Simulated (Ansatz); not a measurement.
The figure comes from a scan of Ag (fcc, Cu type): a phonon pattern at X = (0.5, 0.5, 0.0) is frozen into a 2-atom cell, Q being the largest atomic displacement. Calculation: PBE (plane waves to 420 eV, PAW, scalar-relativistic; Ansatz, a program for electronic structure). k mesh 19×19×19 (Γ-centred), Fermi-Dirac smearing 0.05 eV. The energy includes the smearing's −TS. With partly filled bands, energies and forces of such displacements shift with the k mesh and the smearing. Ag was relaxed with its symmetry unable to fall. ΔE is measured from the undisplaced structure.

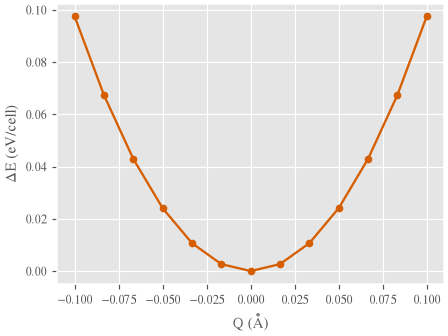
Figure. ΔE (eV/cell) against Q (Å); computed points joined by lines.

### Question
List the plotted points as numbers.

### Answer
To the nearest 0.002:

| Q (Å) | ΔE (eV/cell) |
|---|---|
| -0.100 | 0.098 |
| -0.083 | 0.068 |
| -0.067 | 0.042 |
| -0.050 | 0.024 |
| -0.033 | 0.010 |
| -0.017 | 0.002 |
| 0.000 | 0.000 |
| 0.017 | 0.002 |
| 0.033 | 0.010 |
| 0.050 | 0.024 |
| 0.067 | 0.042 |
| 0.083 | 0.068 |
| 0.100 | 0.098 |

(A displaced cell: forces are minus the slopes of the energy, force constants its curvatures, and phonons follow from these.)
